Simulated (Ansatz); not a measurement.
# MnO (Manganosite): Hubbard U from linear response, part 3 of 3

Linear response gives U from how a shell's filling answers a small shift of its potential. The runs below do this for MnO (Manganosite).

functionals named at each step; plane waves, U on orthogonalised atomic orbitals unless named otherwise, collinear spin, no spin–orbit coupling.

So far, computed U (eV): step 4 (PBE, one cell, PBE+U(LR)) 5.00; step 10 (PBE, q-mesh 2×2×1, k-point spacing 0.12 1/Å, anderson mixing with step 0.2, PBE+U(LR)) 4.75; step 11 (PBE, q-mesh 4×4×2, PBE+U(LR)) 4.76; step 12 (PBE, supercell ×2, PBE+U(LR)) 4.76; step 13 (PBE, q-mesh 2×2×1, self-consistent, PBE+U(SC)) 3.79.

**14. PBE, one cell, with V**

Level of this step: PBE with U on Mn d by linear response and V(Mn–O) computed, ortho-atomic projectors (Ansatz).

With the ligand p shell among the responding shells, the off-diagonal response gives the inter-site V too, and the on-site U can change with the larger space.

Contents of input.yaml:

```yaml
crystal:
  lattice:
    - [0.0, 2.223, 2.223]
    - [2.223, 0.0, 2.223]
    - [4.446, 4.446, 0.0]
  atoms:
    - { symbol: Mn, position: [0.0, 0.0, 0.0], spin: 4.7 }
    - { symbol: Mn, position: [0.0, 0.0, 0.5], spin: -4.7 }
    - { symbol: O, position: [0.5, 0.5, 0.25] }
    - { symbol: O, position: [0.5, 0.5, 0.75] }
magnetization:
  spin_polarized: true
kpoints:
  mp_grid: { grid: [8, 8, 4] }
hamiltonian:
  xc: pbe
  hubbard:
    sites:
      - { species: Mn, l: d, u_eff: linear-response }
      - { species: O, l: p, u_eff: 0.0 }
    v: [{ species: [Mn, O], l: [d, p], v: linear-response, r_cut: 3.037 }]
    projectors: ortho-atomic
scf:
  occupations: { method: fermi_dirac, width: 0.05 }
output:
  eigenvalues: true
```

Started as:

```sh
$ ansatz run input.yaml --threads 4 --pin off --max-ram 8192MiB --backend cpu --events-out ev --progress --plain --runs-dir out
```

Numbers of over 12 decimals in the logs are rounded to 6 here.

Output:

```text
[...]
LR-U cycle 1: input U_eff = [0.000, 0.000, 0.000, 0.000] eV
Crystal: 4 atoms, lattice volume = 43.942 Å³
Basis set: ecut = 420 eV, 845 PW (Γ)
Bands: 31, of which v1, the nominal top of the filled ones, is band 21 counted from 1 (20 counted from 0)
Symmetry: 12 space group operations
[...]
k-points: 35 of 256
[...]
k-point 1 ↑: bands = [... 17 lower, 9.7437, 9.7437, 11.4090, 11.4090, 14.5561, 16.7269, 17.1998, 17.1998, ... 6 higher]
  k-point 2 ↑: bands = [... 17 lower, 9.4536, 9.4536, 11.6841, 11.6841, 15.9761, 16.0431, 17.1702, 17.1702, ... 6 higher]
  k-point 34 ↓: bands = [... 17 lower, 9.1851, 9.6495, 10.8374, 11.0836, 17.0752, 17.5792, 17.6208, 17.9130, ... 6 higher]
Occupation matrices written to <dir>
[key lines of the parts left out:]
SCF converged after 11 iterations
Magnetization: -0.0000 μB (21.0000 up, 21.0000 down)
Free energy (F): -8931.029592 eV
Fermi energy:    12.660353 eV
```

It took 16 s on 4 threads of Arm Neoverse V2, shared host; peak memory 0.46 GiB.

Bare and screened response, and U:

```tsv
site	electrons	χ₀ (1/eV)	χ (1/eV)	U (eV)
Mn1	5.405	-0.1573	-0.08742	5.28
Mn2	5.405	-0.1573	-0.08742	5.28
```

For Mn1 the on-site elements alone give 1/χ₀ − 1/χ = 5.08 eV, the inverses of the full matrices 3.44 eV, and the program reports 5.28 eV, after an interpolation towards a dense mesh that it makes on unshifted meshes and on single cells of several shells. The state, moments and gap printed next belong to the closing SCF at this U.

Inter-site terms:

```tsv
pair	distance (Å)	V (eV)
Mn–O	2.22	0.67
```

Numbers from this step:

- magnetization: 0 μB
- final state: antiferromagnetic
- largest moment: 4.246 μB

U on Mn is 5.28 eV here against 5.09 eV (+4 %) in the run that differs in the way the response is sampled alone (PBE, q-mesh 2×2×1, with V), at 0.40 times its CPU time.

**15. PBE, shifted q-mesh 2×2×1, with V**

With the ligand p shell among the responding shells, the off-diagonal response gives the inter-site V too, and the on-site U can change with the larger space.

Edit input.yaml of step 14 so:

```diff
@@ -22,2 +22,3 @@
     projectors: ortho-atomic
+    lr: { qmesh: [2, 2, 1], qmesh_shift: [0.5, 0.5, 0.5] }
 scf:
```

Output:

```text
[...]
LR-U cycle 1: input U_eff = [0.000, 0.000, 0.000, 0.000] eV
Crystal: 4 atoms, lattice volume = 43.942 Å³
Basis set: ecut = 420 eV, 845 PW (Γ)
Bands: 31, of which v1, the nominal top of the filled ones, is band 21 counted from 1 (20 counted from 0)
Symmetry: 12 space group operations
[...]
k-points: 35 of 256
[...]
k-point 1 ↑: bands = [... 17 lower, 9.7029, 9.7029, 11.3989, 11.3989, 14.5503, 16.7294, 17.2086, 17.2086, ... 6 higher]
  k-point 2 ↑: bands = [... 17 lower, 9.3989, 9.3989, 11.6834, 11.6834, 15.9695, 16.0314, 17.1782, 17.1782, ... 6 higher]
  k-point 34 ↓: bands = [... 17 lower, 9.1851, 9.6510, 10.8333, 11.0801, 17.0943, 17.5928, 17.6356, 17.9297, ... 6 higher]
Occupation matrices written to <dir>
[key lines of the parts left out:]
SCF converged after 11 iterations
Magnetization: -0.0000 μB (21.0000 up, 21.0000 down)
Free energy (F): -8931.117016 eV
Fermi energy:    12.657917 eV
```

Run time: 82 s. Hardware: 4 threads; peak memory 0.85 GiB.

Site by site:

```tsv
site	electrons	χ₀ (1/eV)	χ (1/eV)	U (eV)
Mn1	5.405	-0.1629	-0.09150	5.27
Mn2	5.405	-0.1629	-0.09150	5.27
```

For Mn1 the on-site elements alone give 1/χ₀ − 1/χ = 4.79 eV, the inverses of the full matrices 5.27 eV, and the program reports 5.27 eV. The state, moments and gap printed next belong to the closing SCF at this U.

Inter-site terms:

```tsv
pair	distance (Å)	V (eV)
Mn–O	2.22	0.85
```

Read from the output:

| Property | Result |
| --- | --- |
| magnetization | 0 μB |
| final state | antiferromagnetic |
| largest moment | 4.239 μB |

U on Mn is 5.27 eV here against 5.28 eV (-0.1 %) in the run that differs in the way the response is sampled alone (PBE, one cell, with V), at 5.3 times its CPU time. Only one of the two values carries the program's interpolation, which is part of the difference.

**16. All values together**

```tsv
run	k-mesh	state of the response	U(Mn) (eV)	largest moment at that U (μB)	CPU time
PBE	12×12×6	-	0	4.06	15 s
PBE, one cell	8×8×4	chosen order	5.00	4.26	25 s
PBE, q-mesh 2×2×1	8×8×4	chosen order	4.75	4.26	81 s
PBE, shifted q-mesh 2×2×1	8×8×4	chosen order	4.79	4.26	2.8 min
PBE, one cell, self-consistent	8×8×4	chosen order	3.86	4.23	80 s
PBE, q-mesh 2×2×1, with V	8×8×4	chosen order	5.09	4.24	2.5 min
PBE, q-mesh 2×2×1, with ligand U	8×8×4	chosen order	5.09	4.34	2.3 min
PBE, q-mesh 2×2×1, k-point spacing 0.12 1/Å, anderson mixing with step 0.2	22×22×11	chosen order	4.75	4.26	25 min
PBE, q-mesh 4×4×2	8×8×4	chosen order	4.76	4.26	7.2 min
PBE, supercell ×2	8×8×4	chosen order	4.76	4.26	9.2 min
PBE, q-mesh 2×2×1, self-consistent	8×8×4	chosen order	3.79	4.23	5.3 min
PBE, one cell, with V	8×8×4	chosen order	5.28	4.25	60 s
PBE, shifted q-mesh 2×2×1, with V	8×8×4	chosen order	5.27	4.24	5.4 min
```

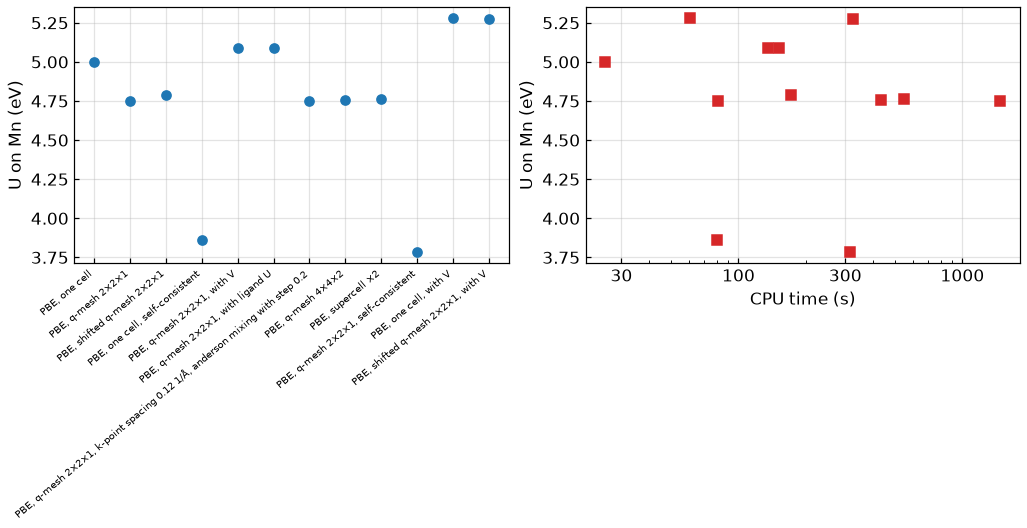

Computed U by run, and against cost.

**17. Results**

* U(Mn), one-shot value on the finest mesh: 4.76 eV
* U(Mn), self-consistent (q-mesh 2×2×1): 3.79 eV
* V to the nearest ligands (shifted q-mesh 2×2×1): 0.85 eV
* range of U(Mn) over these recipes: 3.79 to 5.28 eV

In words: Linear response puts U for Mn in MnO (Manganosite) at 4.8 eV (PBE, q-mesh 4×4×2), and the recipes tried spread from 3.8 to 5.3 eV. The cheapest one-shot value (PBE, one cell) is 5.00 eV and that on the finest mesh (PBE, q-mesh 4×4×2) 4.76 eV, +5 % apart, at 17 times the CPU time. Iterating U to self-consistency took 5 cycles and ends at 3.79 eV, against 4.75 eV in one shot on the same sampling. As a rule V settles more slowly with the mesh of wavevectors than U does. The magnetic states on which the responses were measured: chosen order; 3 starts finished among the 3 run to choose the order.

1 further run of the session is left out of this account and of its counts and ranges: runs hit by known faults of a program or its files, repeats, responses too ill-conditioned to give a U, cells squeezed past sense, harmless faults, or fits whose shells could not be counted again from the structure.

[Logs and program files are shortened in this print: banners, set-up blocks, solver, clock and traceback lines can be left out without a mark of their own.]

[Logs are printed without paths, hosts, clocks, repeated set-up lines and the standing remarks that a program may print on its own settings, such as how far it seeks lower states.]

[Hosts, paths, dates, database ids (printed as entryN), source tags and the programs' standing remarks are cut or masked in the printed files.]

[Where a cell is said to come from a database of computed structures, the database is the Materials Project.]
